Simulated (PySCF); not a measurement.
## Electronic structure of TeCl (doublet) in real space

```yaml
atoms:
  - { symbol: Te, position_ang: [0.0000, 0.0000, -0.4997] }
  - { symbol: Cl, position_ang: [0.0000, 0.0000, 1.8563] }
```

These are results of PBE0/x2c-SVPall, spin-free X2C-1e, Gaussian nucleus, at a bond length of 2.356 Å in PySCF, not measurements.

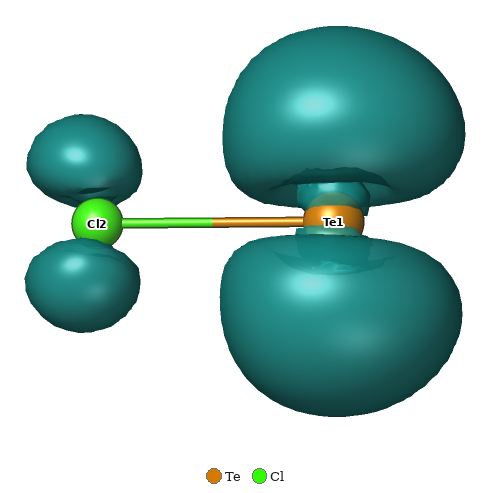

Figure 1. Isosurfaces of the spin density at +0.02 (teal) and −0.02 e/Å³ (pink), seen from one side.

Q: Where is the unpaired spin?

A: The unpaired spin (1 electron) lies mostly on Te1 (about 0.9) and Cl2 (about 0.1), in electrons by Hirshfeld's partition.

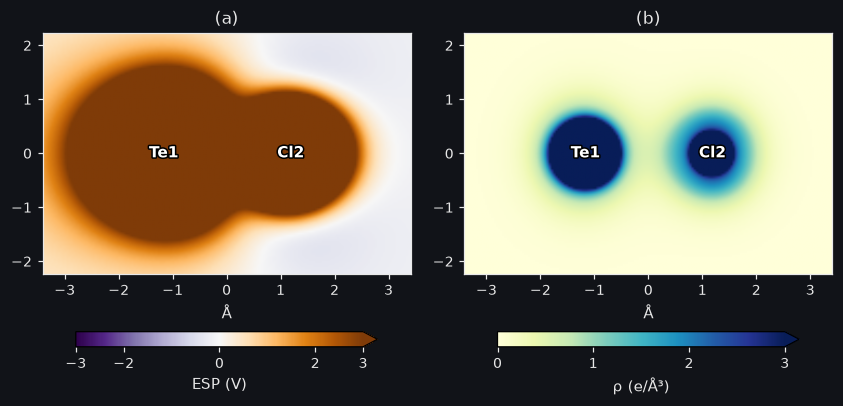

Figure 2. (a) molecular electrostatic potential; (b) electron density on a plane that holds the molecular axis.

Q: Read the bonding off the picture.

A:
- The section cuts through Te and Cl sites.
- Te–Cl (2.36 Å): ρ is about 0.57 e/Å³ halfway.
- Outside the dense part of the molecule the potential is most negative (−0.4 V) near Cl2.

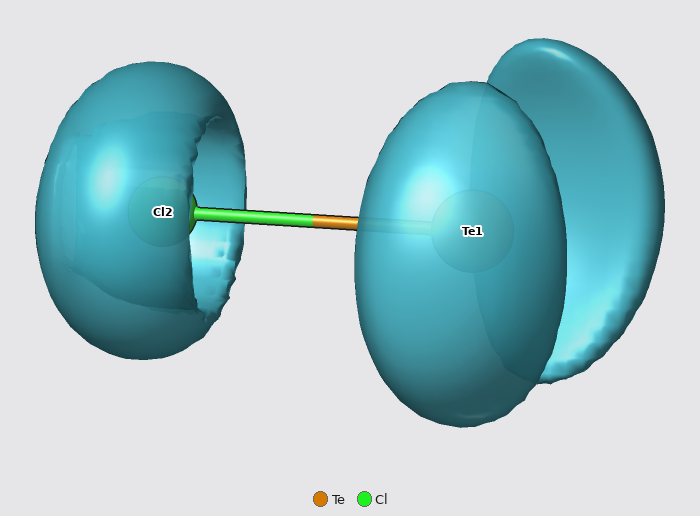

Figure 3. Isosurface of the ELF at 0.85 (cyan), seen from one side. Only the valence region is drawn (cores and ρ < 0.01 e/Å³ removed).

Q: Describe the localisation domains.

A: The ELF exceeds this value in two lobes on Te, pointing away from the bonds (non-bonding electrons) and one region wrapped around Cl (its lone pairs, merged into a ring or cap). Along the contacts the grid gives the following. Te–Cl (2.36 Å): the ELF peaks at about 0.80 in the valence shell of Cl, 0.9 Å from its nucleus, and drops to about 0.15 between the two atoms.

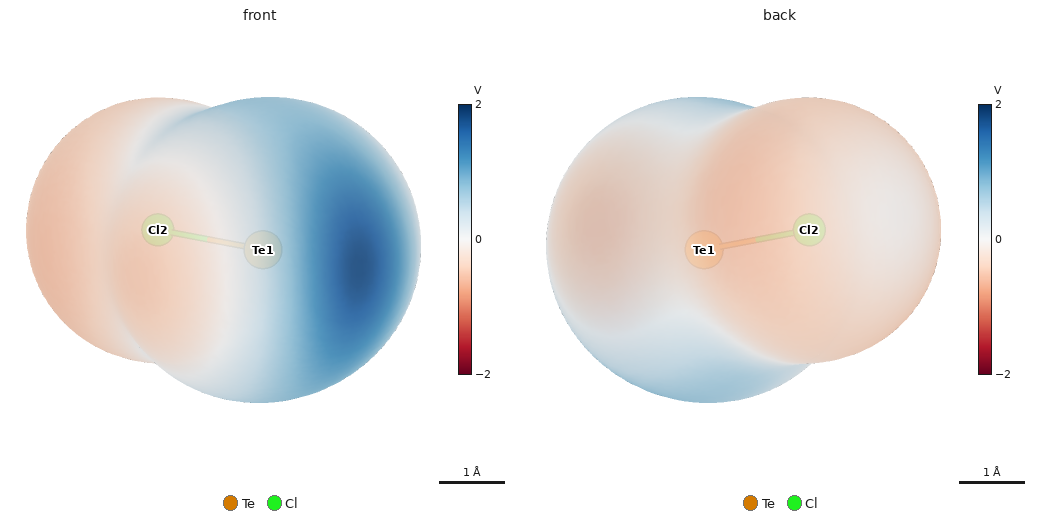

Figure 4. The electrostatic potential painted on the density surface at 0.001 e/bohr³, seen from the front and from behind; red is negative and blue positive.

Q: Describe the electrostatic potential map.

A: The most negative region (about −0.6 V) lies over Cl2, the most positive (about +1.8 V) over Te1.
